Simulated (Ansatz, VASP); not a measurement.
# Cross-check of SiW between VASP and Ansatz

Aim: how closely do two programs agree when they are given the same cell, functional and k mesh? The cell is generated by rule, not measured, and may not be a known phase. The cell is taken from a series of VASP runs on this material, whose earlier steps may have relaxed, scaled or displaced it; both programs get it as it stands. Valence electrons are named where the data sets of a main pair hold unlike numbers.

Method: plane waves, with VASP 6.6.1 beside it; band structure at PBE and band structure at PBE, spin-orbit coupling, in Ansatz 0.2.0.

The structure was built from a prototype and need not be the compound's stable phase.

## 1. Starting point

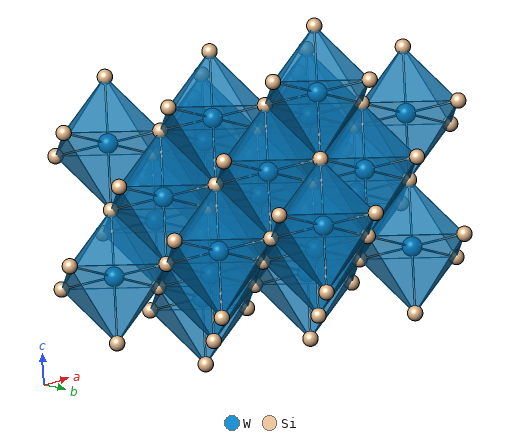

Start, viewed from a free direction; tungsten blue, silicon light orange. 2×1×1 cells are drawn. This picture shows the conventional cell, with its axes. Some periodic images of atoms are drawn too.

## 2. VASP: band structure, PBE

A single point gives forces, pressure and levels at one fixed geometry, so differences don't come from the geometry; what else differs is listed under the comparison.

Lines of VASP's logs that name or quote its potential files are left out, and so is its time.

Input file INCAR:

```
SYSTEM = SiW
PREC = Accurate
ENCUT = 400
EDIFF = 1E-06
NELM = 100
ISMEAR = 0
SIGMA = 0.02
LREAL = .FALSE.
ALGO = Normal
GGA = PE
NBANDS = 17
LASPH = .TRUE.
LORBIT = 11
LWAVE = .FALSE.
LCHARG = .FALSE.
KPAR = 4
ISIF = 2
```

Input file POSCAR:

```
SiW
1.0
    0.0000000000      2.7600000000      2.7600000000
    2.7600000000      0.0000000000      2.7600000000
    2.7600000000      2.7600000000      0.0000000000
W Si
1 1
Direct
    0.0000000000      0.0000000000      0.0000000000
    0.5000000000      0.5000000000      0.5000000000
```

Input file KPOINTS:

```
Automatic mesh
0
Gamma
12 12 12
0 0 0
```

Input file KPOINTS_OPT:

```
Line mode
24
Line-mode
Reciprocal
  0.00000000   0.00000000   0.00000000 GAMMA
  0.50000000   0.00000000   0.50000000 X

  0.50000000   0.00000000   0.50000000 X
  0.50000000   0.25000000   0.75000000 W

  0.50000000   0.25000000   0.75000000 W
  0.37500000   0.37500000   0.75000000 K

  0.37500000   0.37500000   0.75000000 K
  0.00000000   0.00000000   0.00000000 GAMMA

  0.00000000   0.00000000   0.00000000 GAMMA
  0.50000000   0.50000000   0.50000000 L

  0.50000000   0.50000000   0.50000000 L
  0.62500000   0.25000000   0.62500000 U

  0.62500000   0.25000000   0.62500000 U
  0.50000000   0.25000000   0.75000000 W

  0.50000000   0.25000000   0.75000000 W
  0.50000000   0.50000000   0.50000000 L

  0.50000000   0.50000000   0.50000000 L
  0.37500000   0.37500000   0.75000000 K

  0.62500000   0.25000000   0.62500000 U
  0.50000000   0.00000000   0.50000000 X
```

Potentials, in the order of the species: W and Si (PBE family, release 64).

Run with:

```bash
> mpirun -np 4 vasp_std
```

Numbers of over 12 decimals in the logs are rounded to 6 here.

What it wrote:

```text
[banner, memory and clock lines left out]
running    4 mpi-ranks, on    1 nodes
 distrk:  each k-point on    1 cores,    4 groups
 distr:  one band on    1 cores,    1 groups

 POSCAR found type information on POSCAR W Si
 POSCAR found :  2 types and       2 ions
 LDA part: xc-table for (Slater+PW92), standard interpolation
 POSCAR, INCAR and KPOINTS ok, starting setup
 FFT: planning ... GRIDC
 FFT: planning ... GRID_SOFT
 FFT: planning ... GRID
 WAVECAR not read
 entering main loop
       N       E                     dE             d eps       ncg     rms          rms(c)
DAV:   1     0.756923707539E+01    0.75692E+01   -0.33442E+03  2464   0.388E+02
DAV:   2    -0.167881371339E+02   -0.24357E+02   -0.22405E+02  3183   0.929E+01
DAV:   3    -0.176389711299E+02   -0.85083E+00   -0.83802E+00  3036   0.135E+01
DAV:   4    -0.176433906774E+02   -0.44195E-02   -0.44185E-02  3024   0.122E+00
DAV:   5    -0.176434218836E+02   -0.31206E-04   -0.31205E-04  3037   0.101E-01    0.127E+01
DAV:   6    -0.160665448876E+02    0.15769E+01   -0.50982E+00  3150   0.868E+00    0.238E+00
DAV:   7    -0.160325650025E+02    0.33980E-01   -0.27369E-01  2647   0.259E+00    0.238E+00
DAV:   8    -0.160184100672E+02    0.14155E-01   -0.38469E-02  2935   0.898E-01    0.652E-01
DAV:   9    -0.160173721898E+02    0.10379E-02   -0.27238E-03  2783   0.239E-01    0.213E-01
DAV:  10    -0.160174432214E+02   -0.71032E-04   -0.17083E-04  3098   0.559E-02    0.646E-02
DAV:  11    -0.160174287388E+02    0.14483E-04   -0.25512E-05  3039   0.233E-02    0.101E-02
DAV:  12    -0.160174269387E+02    0.18001E-05   -0.12194E-06  2376   0.465E-03    0.184E-03
DAV:  13    -0.160174268756E+02    0.63083E-07   -0.64563E-08  1392   0.136E-03
   1 F= -.16017427E+02 E0= -.16017021E+02  d E =-.811236E-03
 Start KPOINTS_OPT (optional k-point list driver)
k-point batch [1-72\240]
       N       E                     dE             ncg
DAV:   1     0.326905666779E+04   -0.16642E+05     2448
DAV:   2     0.153908715004E+04   -0.17300E+04     3222
DAV:   3     0.148049266456E+04   -0.58594E+02     3113
DAV:   4     0.148017227081E+04   -0.32039E+00     3124
DAV:   5     0.148016987740E+04   -0.23934E-02     2972
DAV:   6     0.148016985333E+04   -0.24070E-04     3178
DAV:   7     0.148016985308E+04   -0.25086E-06     2494
[...]
k-point batch [217-240\240]
       N       E                     dE             ncg
DAV:   1     0.155462633903E+05   -0.69348E+04      816
DAV:   2     0.149703989679E+05   -0.57586E+03     1098
DAV:   3     0.149525247317E+05   -0.17874E+02     1009
DAV:   4     0.149524236175E+05   -0.10111E+00     1093
DAV:   5     0.149524228251E+05   -0.79240E-03     1006
DAV:   6     0.149524228168E+05   -0.83036E-05     1101
DAV:   7     0.149524228167E+05   -0.88388E-07      827
```

OUTCAR, selected parts (step 2):

```text
ion  position               nearest neighbor table
   1  0.000  0.000  0.000-   2 2.76   2 2.76   2 2.76   2 2.76   2 2.76   2 2.76
   2  0.500  0.500  0.500-   1 2.76   1 2.76   1 2.76   1 2.76   1 2.76   1 2.76

  LATTYP: Found a face centered cubic cell.
 ALAT       =     5.5200000000

 Subroutine GETGRP returns: Found 48 space group operations
 (whereof 48 operations were pure point group operations)

The static configuration has the point symmetry O_h .

 Found     72 irreducible k-points:

   k-points           NKPTS =     72   k-points in BZ     NKDIM =     72   number of bands    NBANDS=     17

   dimension x,y,z NGX =    28 NGY =   28 NGZ =   28
   dimension x,y,z NGXF=    56 NGYF=   56 NGZF=   56

   ENCUT  =  400.0 eV  29.40 Ry    5.42 a.u.   6.37  6.37  6.37*2*pi/ulx,y,z

   NELECT =      10.0000    total number of electrons

 k-points in reciprocal lattice and weights: Automatic mesh
   0.00000000  0.00000000  0.00000000       0.001
   0.08333333  0.00000000  0.00000000       0.005
   0.16666667  0.00000000  0.00000000       0.005
   0.25000000  0.00000000  0.00000000       0.005
   0.33333333  0.00000000  0.00000000       0.005
   0.41666667  0.00000000  0.00000000       0.005
   0.50000000  0.00000000  0.00000000       0.002
   0.08333333  0.08333333  0.00000000       0.003
   0.16666667  0.08333333  0.00000000       0.014
[...]
-0.33333333  0.50000000  0.16666667       0.007
  -0.25000000  0.50000000  0.25000000       0.003

 average (electrostatic) potential at core
       1 -41.2043       2 -84.1478

 E-fermi :   5.2836

 k-point     1 :       0.0000    0.0000    0.0000
  band No.  band energies     occupation
    ...
      2       4.0675      2.00000
      3       4.0675      2.00000
      4       4.0675      2.00000
      5       4.3355      2.00000
      6       4.3355      2.00000
      7       7.2233      0.00000
      8       7.2233      0.00000
      9       7.2233      0.00000
     10      11.1882      0.00000
     11      14.0237      0.00000
    ...

 k-point     2 :       0.0833    0.0000    0.0000
  band No.  band energies     occupation
    ...
      2       3.8838      2.00000
      3       4.0132      2.00000
      4       4.0132      2.00000
      5       4.2430      2.00000
      6       4.2430      2.00000
      7       6.8963      0.00000
      8       7.5649      0.00000
      9       7.5649      0.00000
     10      11.6924      0.00000
     11      14.0600      0.00000
    ...

 k-point     3 :       0.1667    0.0000    0.0000
  band No.  band energies     occupation
    ...
      2       3.3069      2.00000
      3       3.5826      2.00000
      4       3.5826      2.00000
      5       4.4361      2.00000
      6       4.4361      2.00000
      7       6.3709      0.00000
      8       8.3647      0.00000
      9       8.3647      0.00000
     10      12.5429      0.00000
     11      13.8219      0.00000
    ...

  Total       -7.7315783     -7.7315783     -7.7315783      0.0000000      0.0000000     -0.0000000
  in kB     -294.5923737   -294.5923737   -294.5923737      0.0000000      0.0000000     -0.0000000
  external PRESSURE =    -294.5923737 kB  Pullay stress =       0.0000000 kB

  energy-cutoff  :      400.00
  volume of cell :       42.05
      direct lattice vectors                 reciprocal lattice vectors
     0.000000000  2.760000000  2.760000000    -0.181159420  0.181159420  0.181159420
     2.760000000  0.000000000  2.760000000     0.181159420 -0.181159420  0.181159420
     2.760000000  2.760000000  0.000000000     0.181159420  0.181159420 -0.181159420

 POSITION                                       TOTAL-FORCE (eV/Angst)
 -----------------------------------------------------------------------------------
      0.00000      0.00000      0.00000         0.000000      0.000000      0.000000
      2.76000      2.76000      2.76000         0.000000      0.000000     -0.000000
 -----------------------------------------------------------------------------------
    total drift:                                0.000000      0.000000      0.000000

  FREE ENERGIE OF THE ION-ELECTRON SYSTEM (eV)
  ---------------------------------------------------
  free  energy   TOTEN  =       -16.0174268756 eV

  energy  without entropy=      -16.0166156394  energy(sigma->0) =      -16.01702126

 total charge
# of ion       s       p       d       tot
------------------------------------------
    1        0.485   0.329   3.824   4.638
    2        0.752   0.808   0.000   1.560
--------------------------------------------------
tot          1.237   1.138   3.824   6.199

[... 3 further parts left out ...]
```

The data set W keeps the semicore shell frozen, which is cheaper and a little less accurate.

## 3. Ansatz: band structure, PBE

Ansatz runs on its default PAW (the set named soft_2) files.

The same cell, functional, mesh and smearing now go to Ansatz, which takes its cutoff from its data sets.

Input file input.yaml:

```yaml
crystal:
  lattice:
    - [0.0, 2.76, 2.76]
    - [2.76, 0.0, 2.76]
    - [2.76, 2.76, 0.0]
  atoms:
    - { symbol: W, position: [0.0, 0.0, 0.0] }
    - { symbol: Si, position: [0.5, 0.5, 0.5] }
hamiltonian:
  xc: pbe
  pseudopotentials: { kind: paw }
kpoints:
  mp_grid: { grid: [12, 12, 12] }
  band_path:
    path:
      - [0.0, 0.0, 0.0]
      - [0.17391, 0.0, 0.17391]
      - [0.34783, 0.0, 0.34783]
      - [0.5, 0.0, 0.5]
      - [0.5, 0.08696, 0.58696]
      - [0.5, 0.18478, 0.68478]
      - [0.49457, 0.25543, 0.75]
      - [0.45109, 0.29891, 0.75]
      - [0.40761, 0.34239, 0.75]
      - [0.34239, 0.34239, 0.68478]
      - [0.21196, 0.21196, 0.42391]
      - [0.08152, 0.08152, 0.16304]
      - [0.04348, 0.04348, 0.04348]
      - [0.23913, 0.23913, 0.23913]
      - [0.41304, 0.41304, 0.41304]
      - [0.5163, 0.46739, 0.5163]
      - [0.55978, 0.38043, 0.55978]
      - [0.6087, 0.28261, 0.6087]
      - [0.60326, 0.25, 0.64674]
      - [0.55978, 0.25, 0.69022]
      - [0.5163, 0.25, 0.7337]
      - [0.5, 0.30435, 0.69565]
      - [0.5, 0.3913, 0.6087]
      - [0.5, 0.47826, 0.52174]
      - [0.47283, 0.47283, 0.55435]
      - [0.42391, 0.42391, 0.65217]
      - [0.38043, 0.38043, 0.73913]
      - [0.59239, 0.18478, 0.59239]
      - [0.54891, 0.09783, 0.54891]
      - [0.5, 0.0, 0.5]
    npoints: 1
scf:
  occupations: { method: gaussian, width: 0.02 }
  n_extra_bands: 7
output:
  forces: true
  stress: true
  eigenvalues: true
```

Run with:

```bash
> ansatz run input.yaml --threads 2 --pin off --max-ram 4608MiB --backend cpu --events-out ev --progress --plain --runs-dir out
```

What it wrote:

```text
scf.n_extra_bands = 7 over 9 filled bands (N_el = 18.0): the run solves 16 bands
Engine: ansatz 0.2.0, aarch64-unknown-linux-gnu
Pseudopotentials: kind: paw
Pseudopotential: W, paw, valence charge 14, recommended cutoff 420 eV (normal), W.paw.azcp
Pseudopotential: Si, paw, valence charge 4, recommended cutoff 420 eV (normal), Si.paw.azcp
Functional definition: PBE
  parameter kappa = 0.804
  parameter beta = 0.066725
  exchange = pbe_x(kappa = kappa, mu = beta*pi^2/3)
  correlation = pbe_c(beta = beta)
Crystal: 2 atoms, lattice volume = 42.049 Å³
Basis set: ecut = 420 eV, 869 PW (Γ), exchange–correlation on 54×54×54 points (8 copies of the dense FFT grid, shifted against one another)
Bands: 16, of which v1, the nominal top of the filled ones, is band 9 counted from 1 (8 counted from 0)
Symmetry: 48 space group operations
Space group: Fm-3m (ITA 225), of the structure as read, at distance tolerance 3.5e-5 Å
k-points: 72 of 1728
Non-local potential: W, projectors of the file, l = 0: 3, l = 1: 2, l = 2: 2, l = 3: 1
Non-local potential: Si, projectors of the file, l = 0: 2, l = 1: 2, l = 2: 2
PAW form: soft (Blöchl's): semilocal exchange-correlation on the pseudo side does not see the compensation charge
PAW one-centre angular grid: W, 590 points (default); XC on 64 Gauss nodes
PAW one-centre angular grid: Si, 110 points (default); XC on 64 Gauss nodes
Initial density: superposition of atomic densities (neutral atoms: chi_scale 0, normalization atom), corrected by the library's trained network
Initial wavefunctions: pseudopotential atomic-orbital guess
Functional: x = pbe(κ = 0.804, μ = 0.219515), c = pbe(β = 0.066725)
SCF iter   1: F=—  HF=-11018.271950 eV  |F-HF|=—  |Δ(HF+E_count)|=         —  Δρ=3.27e-3  dr2=3.58e-3  ethr=1.77e-3  ⟨swp⟩=5.8  Hψ=6623  notcnv=0
preconditioner: auto → Kerker (q_TF=auto, 2.369 Å⁻¹)  [metal: Δε(μ)=0.014 eV  Ē_g=7.890 eV  σ=0.020 eV  W_gap=0.38  n_scr=14 (ndim 8)  ℏωp=18.1 eV  f_vac=0.000  D(μ)=3.84/eV (n_scr^D=58)]
SCF iter   2: F=—  HF=-11018.272595 eV  |F-HF|=—  |Δ(HF+E_count)|=   6.46e-4  Δρ=1.92e-3  dr2=1.46e-3  ethr=1.99e-5  ⟨swp⟩=2.0  Hψ=2002  notcnv=0  defer=117
SCF iter   3: F=—  HF=-11018.272818 eV  |F-HF|=—  |Δ(HF+E_count)|=   2.22e-4  Δρ=1.66e-4  dr2=5.30e-6  ethr=8.11e-6  ⟨swp⟩=2.0  Hψ=1598  notcnv=0  defer=117
SCF iter   4: F=—  HF=-11018.272827 eV  |F-HF|=—  |Δ(HF+E_count)|=   9.24e-6  Δρ=4.16e-5  dr2=8.15e-7  ethr=2.95e-8  ⟨swp⟩=2.6  Hψ=1604  notcnv=0  defer=117
iter 5 did not close the SCF: its close was put off for the readings that it lacked (scf_convergence_deferred on its scf_iter line)
SCF iter   5: F=-11018.272827 eV  HF=-11018.272827 eV  |F-HF|=1.06e-9  |Δ(HF+E_count)|=   5.78e-8  Δρ=1.07e-5  dr2=5.40e-8  ethr=4.53e-9  ⟨swp⟩=1.4  Hψ=1107  notcnv=0  defer=117
SCF iter   6: F=-11018.272827 eV  HF=-11018.272827 eV  |F-HF|=8.77e-10  |Δ(HF+E_count)|=   1.21e-8  Δρ=2.40e-6  dr2=2.26e-9  ethr=3.00e-10  ⟨swp⟩=6.0  Hψ=4822  notcnv=0
SCF 1 converged in 6 iterations: F = -11018.272827 eV  dr2 = 2.26e-9
  greatest PAW one-centre occupation: 1.000 electrons in one spin orbital (limit 2), on the W atom at site 0 (counted from 0), in its partial waves of l = 0
NSCF: frozen V_eff on 30 k-points
SCF converged after 6 iterations
Free energy (F): -11018.272827 eV
Harris-Foulkes:  -11018.272827 eV  (|F-HF|=8.77e-10)
Internal energy: -11018.272046 eV  (E = F + TS)
E sigma→0 (E₀):  -11018.272436 eV
Entropy (-TS):   -0.000781 eV (-0.391 meV/atom)
Fermi energy:    11.120521 eV
--- Per-component energies (eV) ---
  E_band       = -216.653692
  E_kinetic    = 478.483047
  E_local      = -1094.031551  (includes V_loc(G=0)·N_el)
  E_nonlocal   = 26.710721
  E_hartree    = 388.567234
  E_xc         = -316.158069
  E_vxc        = -277.710502  (∫ρ·V_xc dr)
  E_paw        = -9074.868721  (= ΣΔE_a)
  E_vpaw       = -127.240205  (= ΣTr[D̂ρ^β])
  E_aug_tail   = -0.000044  (compensation charges beyond the density's cutoff)
  E_ewald      = -1426.974663
  E_smearing   = -0.000781  (= −TS)
  E_closure    = -0.000000  (closes the sum)
  Σ components = -11018.272827   (vs F -11018.272827, Δ=0.00e0)
--- Forces (eV/Å), atoms counted from 1 ---
  atom   1  W     -0.00000000     0.00000000     0.00000000
  atom   2  Si     0.00000000    -0.00000000     0.00000000
  max |Σ_I F_I| component: 8.71e-31 eV/Å
--- Stress (GPa, compression-positive) ---
      -28.892539      -0.000000       0.000000
       -0.000000     -28.892539      -0.000000
        0.000000      -0.000000     -28.892539
  P = ⅓ Tr σ = -28.8925 GPa (-288.925 kbar)
--- Band table (eV; the first three rows and the last of 72) ---
  k-point 0: bands = [... 5 lower, 9.8977, 9.8977, 9.8977, 10.1737, 10.1737, 13.0076, 13.0076, 13.0076, ... 3 higher]
  k-point 1: bands = [... 5 lower, 9.7100, 9.8431, 9.8431, 10.0774, 10.0774, 12.6889, 13.3549, 13.3549, ... 3 higher]
  k-point 2: bands = [... 5 lower, 9.1238, 9.4082, 9.4082, 10.2708, 10.2708, 12.1792, 14.1641, 14.1641, ... 3 higher]
  k-point 71: bands = [... 5 lower, 7.8371, 7.9280, 7.9280, 11.2748, 11.9160, 11.9160, 12.0414, 13.2477, ... 3 higher]
```

The job ended after 3.2 s (2 threads of Arm Neoverse N1, shared host; peak memory 0.33 GiB).

## 4. Comparison

Known differences besides the potentials themselves: the data sets hold 18 valence electrons in Ansatz (on its default PAW (the set named soft_2) files) and 10 in VASP; the cutoff is 420 eV in Ansatz and 400 eV in VASP. Total energies have different zeros and are not compared.

Compared:

| quantity | Ansatz | VASP | difference |
| --- | --- | --- | --- |
| pressure (GPa) | -28.89 | -29.46 | +0.57 |

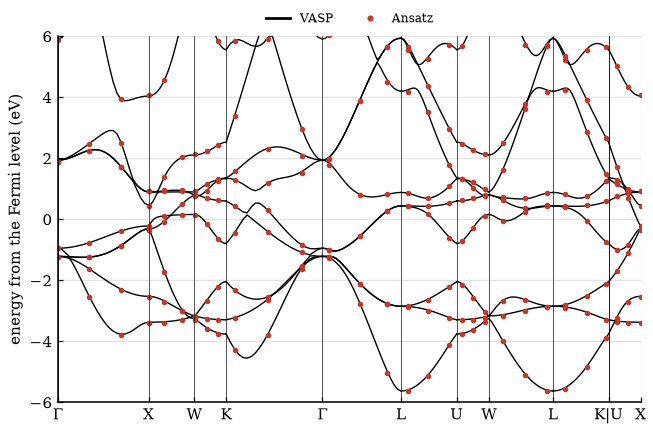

Bands from VASP (lines) and levels from Ansatz (dots). Dots without a line are higher empty bands that the VASP plot leaves out.

Levels from 3 eV below to 2 eV above the Fermi level differ by 18 meV r.m.s. and 53 meV at most; each VASP level is matched to the nearest of Ansatz, which flatters the figure a little.

[end of part 1 of 2]

[Lines on the potential files, build, host, timing and source positions are cut from VASP's logs without a mark.]

[Logs are printed without paths, hosts, clocks, repeated set-up lines and the standing remarks that a program may print on its own settings, such as how far it seeks lower states.]

[Hosts, paths, dates, database ids (printed as entryN), source tags and the programs' standing remarks are cut or masked in the printed files.]
